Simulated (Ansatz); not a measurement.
## Electronic structure of BF₃ in real space

Input file:

```
crystal:
  periodic: [false, false, false]
  atoms:
    - { symbol: B, position_ang: [0.0, 0.0, 0.0] }
    - { symbol: F, position_ang: [0.0, 0.0, 1.32] }
    - { symbol: F, position_ang: [1.1431, 0.0, -0.66] }
    - { symbol: F, position_ang: [-1.1431, 0.0, -0.66] }
basis:
  gaussian: { orbitals: def2-SVPD }
hamiltonian:
  xc: b3lyp
  dispersion: d4
relax:
  f_tol: 0.02
  max_steps: 40
output:
  orbitals: {}
```

Launched as:

```sh
ansatz run input.yaml --threads 2 --pin off --max-ram 3072MiB --backend cpu --events-out ev --progress --plain --runs-dir out
```

The fields are those of the run's last geometry, not of the input's.

Level of theory: Ansatz 0.2.0, RKS B3LYP-D4/def2-SVPD.

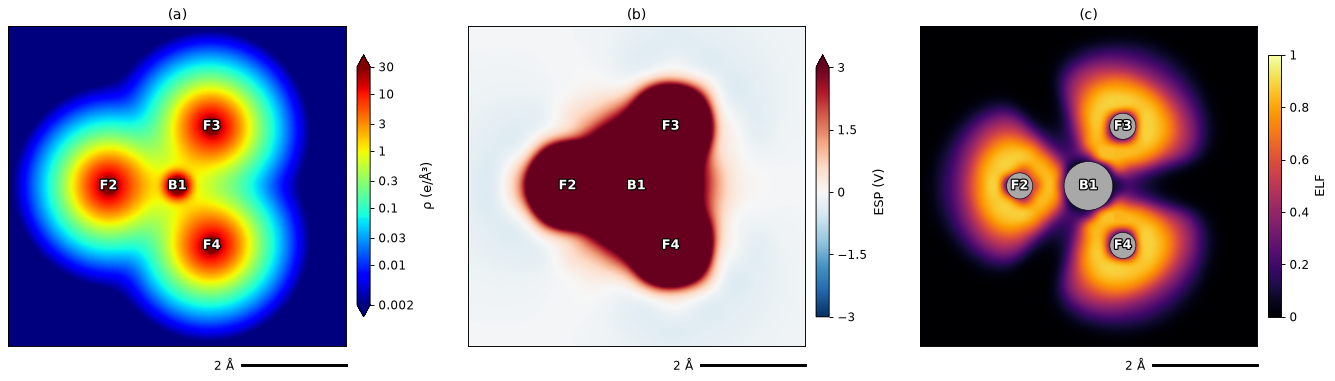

Figure 1. (a) electron density; (b) electrostatic potential; (c) ELF on the molecular plane. Grey discs cover the atomic cores in the ELF map.

Question: Read the bonding off the picture.

Answer:
- The section cuts through B and F sites.
- B–F (1.32 Å): ρ at the midpoint is about 2.2 e/Å³; the ELF peaks at about 0.85 between the atoms; a polar covalent bond.
- The ELF also peaks beside F4, F2 and F3, away from the bonds: lone-pair regions.
- Outside the dense part of the molecule the potential is most negative (−0.4 V) near F2, F3 and F4.

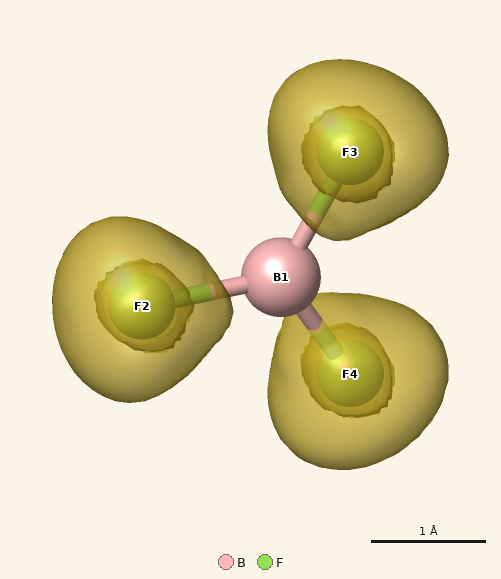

Figure 2. Isosurface of the electron localisation function at 0.75 (yellow), seen at a tilt. Only the valence region is drawn (cores and ρ < 0.01 e/Å³ removed).

Question: Describe the localisation domains.

Answer: The ELF exceeds this value in three regions on F in which the atom's valence shell and bonds are merged.

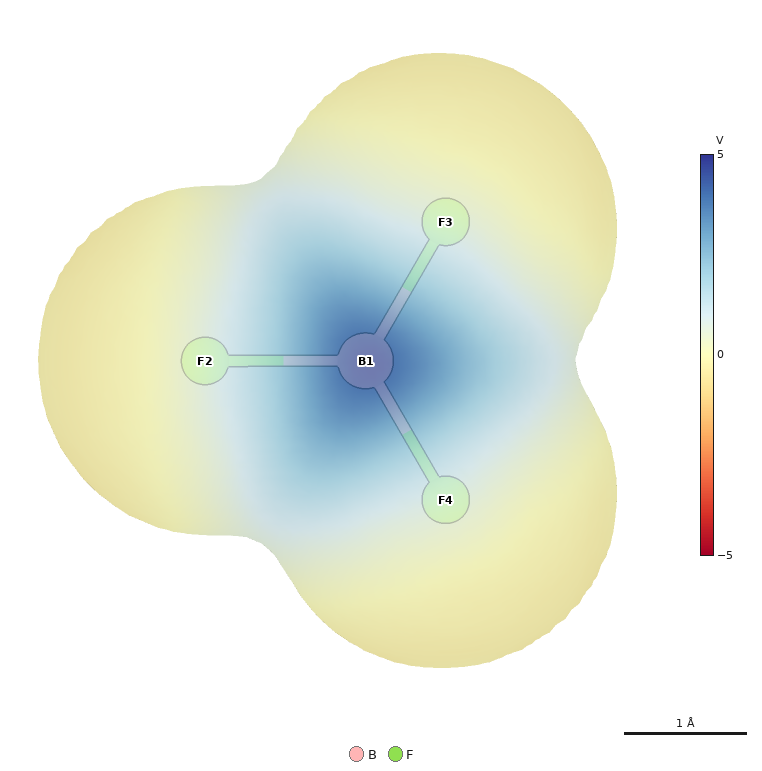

Figure 3. The molecular electrostatic potential painted on the density surface at 0.004 e/bohr³, seen across its widest extent; the colour scale runs from red (negative) to blue (positive).

Question: Where is the surface potential most negative and most positive?

Answer: The most negative region (about −0.4 V, or −9 kcal/mol for a unit charge) lies over F2, F3 and F4, the most positive (about +4.1 V, or +95 kcal/mol for a unit charge) over B1.
